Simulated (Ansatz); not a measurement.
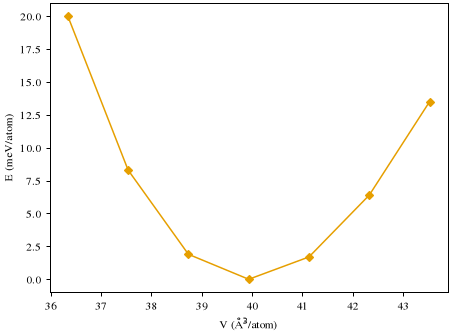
Fig. 1. Cs2CaBr4 in space group I4/mmm (No. 139; Cs on 4e, Ca on 2a, Br on 4e, Br on 4c) under volume change, PBEsol (plane waves, PAW; program Ansatz), shape and atoms relaxed at each volume.

Problem. What does a third-order Birch–Murnaghan fit give for V₀, B₀ and B′?

Solution. V₀ = 39.94 Å³/atom, B₀ = 16.1 GPa, B′ = 5.6.

The first step of the workflow began from a Materials Project structure, measured or hypothetical; the Crystallography Open Database copy checked does not list it. Whether it is the stable phase at ambient conditions was not checked. The cell was relaxed with PBEsol under the symmetry of its start; its stability against distortions is not shown here. Scalar-relativistic: spin–orbit coupling is off unless named, which matters more the heavier the elements.

Potentials: the later of the program's two PAW sets.
